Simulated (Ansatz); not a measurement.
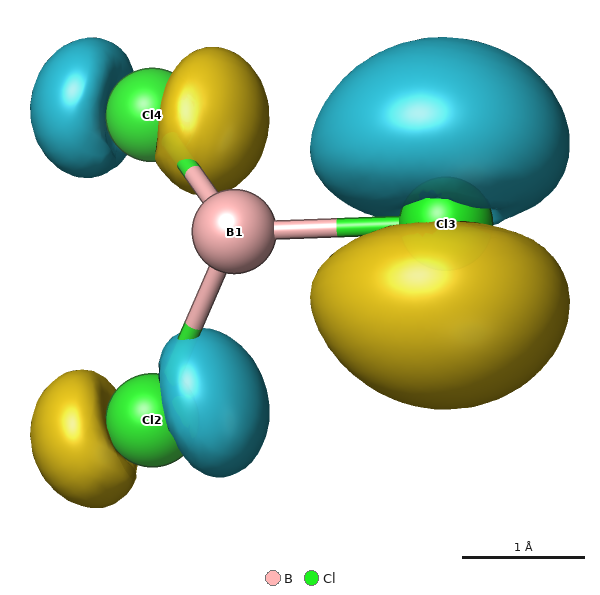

BCl3 (SMILES ClB(Cl)Cl) (triplet). The HOMO−1 (α) at ±0.15 Å⁻³ᐟ² (yellow and cyan are the two phases), seen at a tilt.

Geometry: PBE0-D3(BJ)/def2-SVP.

The calculation used isolated molecule in a Gaussian basis; Kohn-Sham density functional theory, functional PBE0 (Ansatz 0.2.0).

### Where does this orbital lie, and at what energy?

Its weight (Hirshfeld) is mainly on Cl3 (about 75 %), Cl2 (about 10 %) and Cl4 (about 10 %); largely a lone pair of Cl3. Its energy is −9.34 eV.
